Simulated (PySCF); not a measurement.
**C₃H₉As, SMILES `C[As](C)C`: what the electrons do**

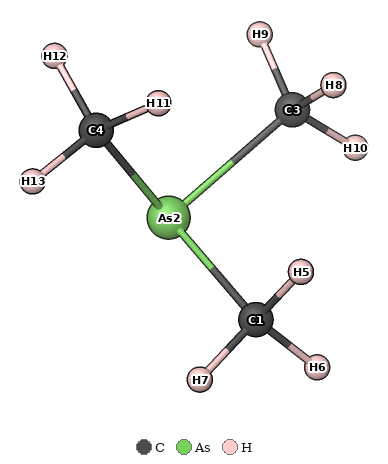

The molecule, with its atoms numbered as below. No frequency check shows the geometry to be a minimum.

Coordinates in Å:

```
C1       0.6053   -1.5894    0.5226
As2     -0.0005    0.0005   -0.4801
C3       1.0752    1.3171    0.5242
C4      -1.6786    0.2706    0.5248
H5       0.5420   -1.4165    1.5959
H6       1.6369   -1.8260    0.2683
H7      -0.0105   -2.4521    0.2705
H8       0.9604    1.1718    1.5973
H9       0.7630    2.3304    0.2701
H10      2.1289    1.2168    0.2700
H11     -1.4958    0.2391    1.5978
H12     -2.1184    1.2347    0.2725
H13     -2.3996   -0.5047    0.2716
```

### 1. Bonding charge

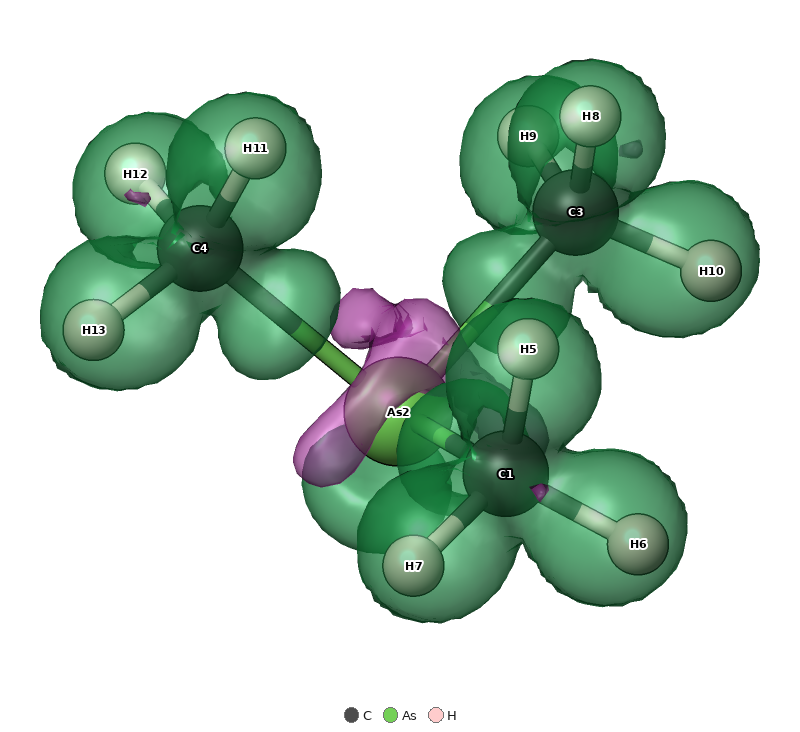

Deformation density (molecule less spherical, spin-averaged free atoms at the same positions), surfaces at ±0.09 e/Å³; green: gain, purple: loss.

Method: M06-2X/def2-TZVP; geometry: GFN2-xTB; program: PySCF.

**How much density has each bond gained at its critical point, relative to the free atoms?**

C1–H6, C3–H10, C4–H13, C1–H7 and 2 more like them: +0.70 e/Å³ at the bond critical point (bond length 1.09 Å, Mayer order 1.0). C3–H8, C1–H5 and C4–H11: +0.70 e/Å³ at the bond critical point (bond length 1.09 Å, Mayer order 1.0). As2–C4: +0.18 e/Å³ at the bond critical point (bond length 1.97 Å, Mayer order 1.0). As2–C3 and C1–As2: +0.18 e/Å³ at the bond critical point (bond length 1.98 Å, Mayer order 1.0). In all, 2.9 electrons gather in the regions of gain relative to the promolecule.

### 2. Bond critical points

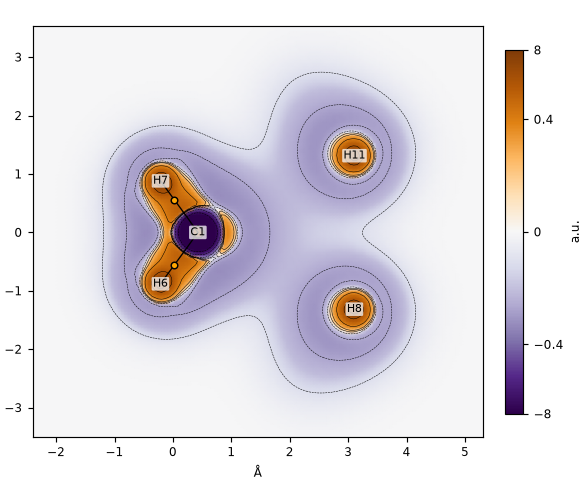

Negative Laplacian of the density (−∇²ρ) in the plane of C1, H6, H7, H8 and H11 (orange positive, purple negative, colour scale in a.u., logarithmic beyond ±0.04), with bond paths and bond critical points (dots).

**Sort the bonds in the plane by the sign of ∇²ρ at their critical points.**

Concentrated (∇²ρ < 0): C1–H6 and C1–H7 (−0.93 a.u.). At none is it depleted.

**Where along C1–H6 does the critical point lie?**

0.69 Å from C1 and 0.40 Å from H6.

### 3. Electrostatic potential

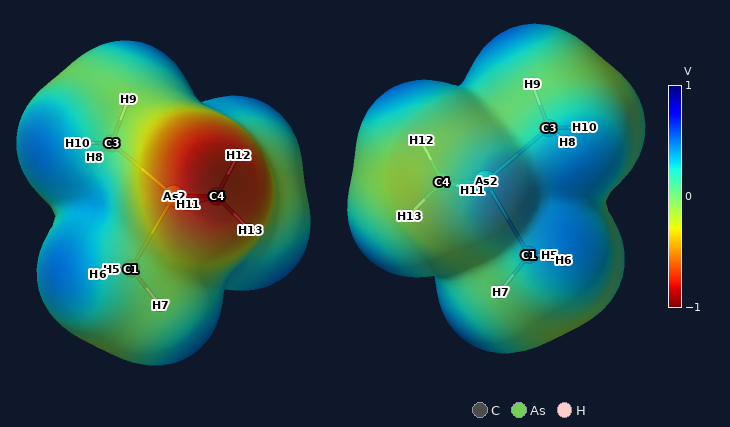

Electrostatic potential on the surface of electron density 0.001 a.u. (back view left, front view right).

**Where are the extremes of the potential on the surface?**

Highest: 0.51 V, 1.4 Å from H9, and at like points elsewhere. Lowest: −0.97 V, 2.5 Å from As2. Further minima include −0.10 V, near H5 (1.87 Å), H7 (1.88 Å), H6 (1.89 Å) and C1 (1.96 Å), and at like points elsewhere. The surface is sampled at points, so like sites can differ by a few per cent and only the strongest of them is named.

### 4. Excited states

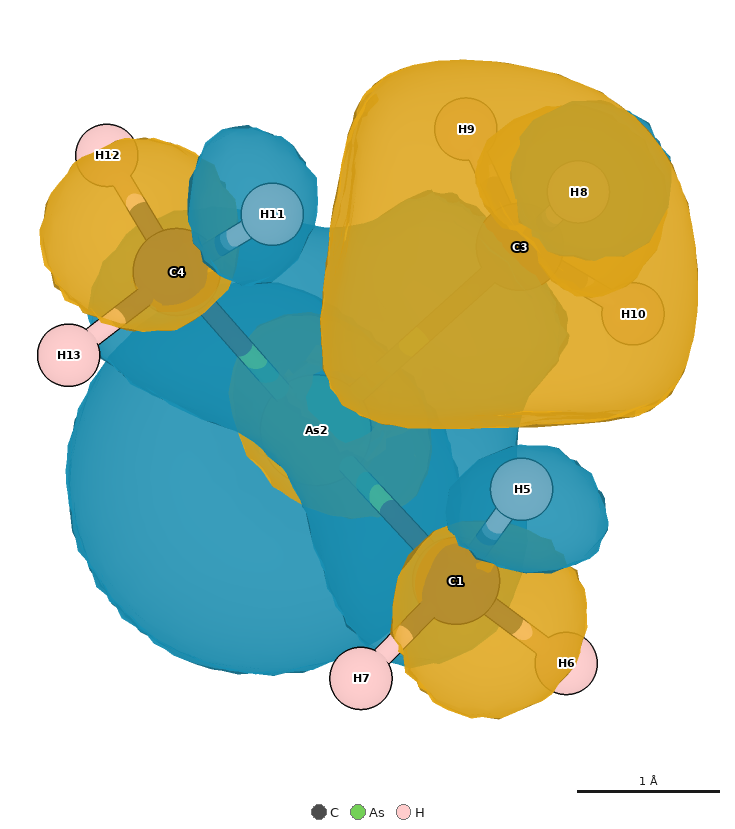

Unrelaxed difference density of S₃ less the ground state (TDA singlet states), ±0.01 e/Å³; yellow: gain, teal: loss.

Computed with PySCF, LC-wPBE/def2-SVP, geometry: GFN2-xTB. Without diffuse functions Rydberg states are missing, so the states' numbers hold for this basis only.

**How does the charge move on excitation?**

0.79 e is displaced in all, of which about 0.5 e passes between atoms: As2 (0.52 e) loses electrons and H5, H8 and H11 (0.06 e each) and H6, H7, H9, H10, H12 and H13 (0.05 e each) gain them. The state: 8.36 eV (148 nm), f = 0.001 (very weak), partly diffuse acceptor orbital, which a basis without diffuse functions describes poorly; the leading pair carries 99 %; hole on As2 (65 %) and C1, C3 and C4 (8 % each), electron on As2 (13 %), C1, C3 and C4 (9 % each) and H5, H8 and H11 (9 % each) (atom shares of so diffuse an orbital are rough); their centroids lie 1.2 Å apart.

### 5. In an electric field

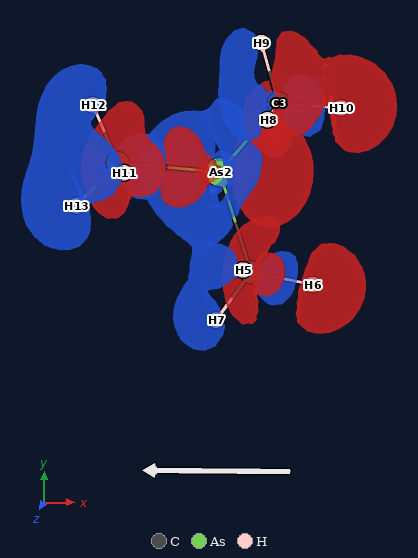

Change of the electron density in a uniform field of 0.26 V/Å along −x (arrow), surfaces at ±0.002 e/Å³ (red: gain, blue: loss).

PySCF calculation, BP86/def2-TZVP, gas phase; geometry: GFN2-xTB. A basis without diffuse functions makes polarisabilities too small.

The field was applied in both directions; the picture shows the one opposite to the script's first.

**How large is the response?**

The induced dipole is 0.95 D (along the field); α along this axis, from the fields in both directions, is 75 bohr³ (11.1 Å³).

### 6. Removing or adding an electron

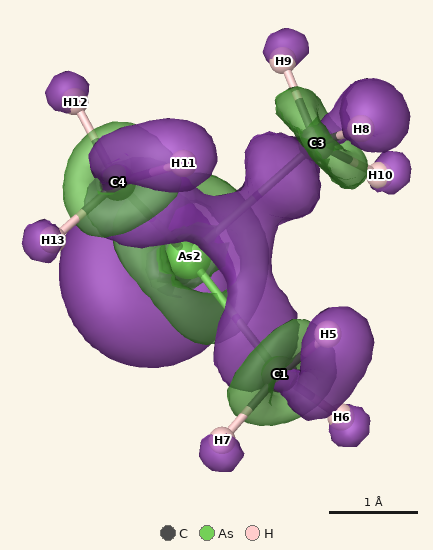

Fukui function f⁻ = ρ(N) − ρ(N−1) at fixed geometry, surfaces at ±0.03 e/Å³ (purple positive, green negative).

Computed with PySCF, B3LYP/def2-SVPD, geometry: GFN2-xTB.

**Which atoms respond most to the removal of an electron?**

f⁻ (Hirshfeld-condensed) is largest on As2 (0.40); the vertical ionisation energy is 8.66 eV (the stability of the cation's solution wasn't checked). Condensed values hint at sites of electrophilic attack but needn't mark the atom that reacts. Orbital relaxation makes it negative in places (0.21 e in all).

```tsv
atom	f⁻	charge
C1	+0.06	−0.16
As2	+0.40	+0.21
C3	+0.06	−0.16
C4	+0.06	−0.16
H5	+0.06	+0.03
H6	+0.04	+0.03
H7	+0.04	+0.03
H8	+0.06	+0.03
H9	+0.04	+0.03
H10	+0.04	+0.03
H11	+0.06	+0.03
H12	+0.04	+0.03
H13	+0.04	+0.03
```

### 7. Localised orbitals

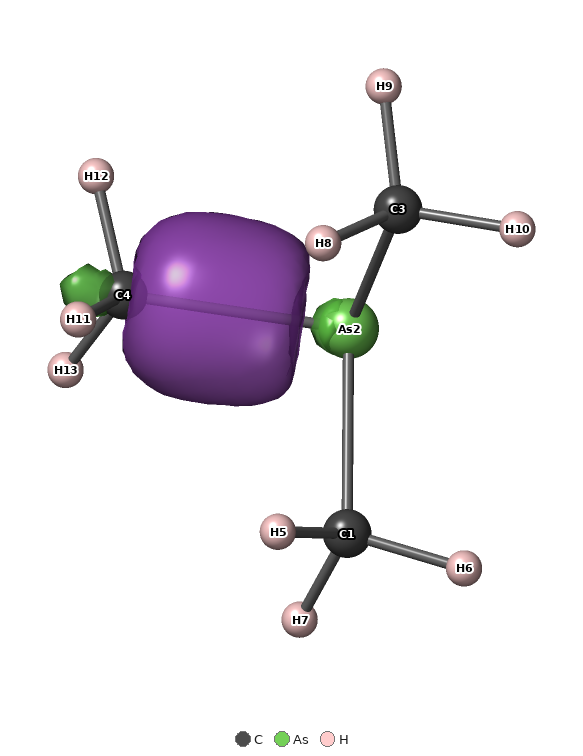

Intrinsic bond orbitals (IBO), occupied; each surface holds about 70 % of the orbital's density. Energies are diagonal elements of the Fock matrix.

Method: PBE0/def2-SVP; geometry: GFN2-xTB; program: PySCF.

**What does this orbital represent?**

σ bond C4–As2 (C4 58 %, As2 41 %; −11.9 eV).

**How do all the valence pairs divide up?**

18 pairs: 12 σ bonds, 5 d pairs and 1 lone pair.
